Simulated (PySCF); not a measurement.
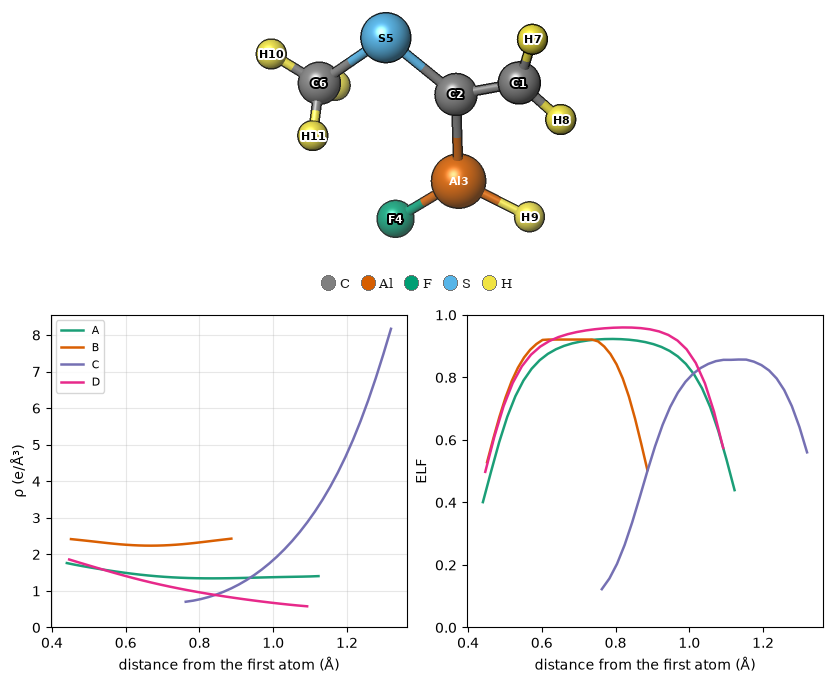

*C$_{3}$H$_{6}$AlFS (SMILES C=[C]([AlH][F])SC). Electron density and ELF along straight lines between neighbouring atoms. The curves leave out the atomic cores. The structure is drawn too.*

Geometry: GFN2-xTB.

These are results of PBE0/def2-SVPD, SCF density, gas phase (PySCF), not measurements.

```xyz
12

C     0.2864   -0.0329   -2.0987
C     0.2336    0.0859   -0.7671
Al   -1.2833   -0.9954   -0.0806
F    -1.8016   -1.1973    1.4719
S     1.3900    1.0772    0.1171
C     0.7546    0.7880    1.7987
H     1.0176    0.4516   -2.7259
H    -0.4489   -0.6561   -2.5955
H    -2.0629   -1.7329   -1.1608
H     1.3859    1.3448    2.4842
H     0.8032   -0.2771    2.0232
H    -0.2734    1.1436    1.8607
```

### Which curve belongs to which contact (Al–F, C–Al, C–C and C–S)? The first atom named is at distance zero.

Curve A: C–S (1.76 Å): ρ is about 1.3 e/Å³ halfway; the ELF peaks at about 0.90 between the atoms: localised, covalent bonding. Curve B: C–C (1.34 Å): ρ is about 2.2 e/Å³ halfway; the ELF peaks at about 0.90 between the atoms: a multiple bond. Curve C: Al–F (1.65 Å): the density is about 0.83 e/Å³ at the midpoint; the ELF peaks at about 0.85 in the valence shell of F, 0.5 Å from its nucleus, and is about 0.25 at the midpoint. Curve D: C–Al (1.99 Å): ρ is about 0.68 e/Å³ halfway; the ELF peaks at about 0.95 between the atoms, as expected for a shared but strongly polarised pair.
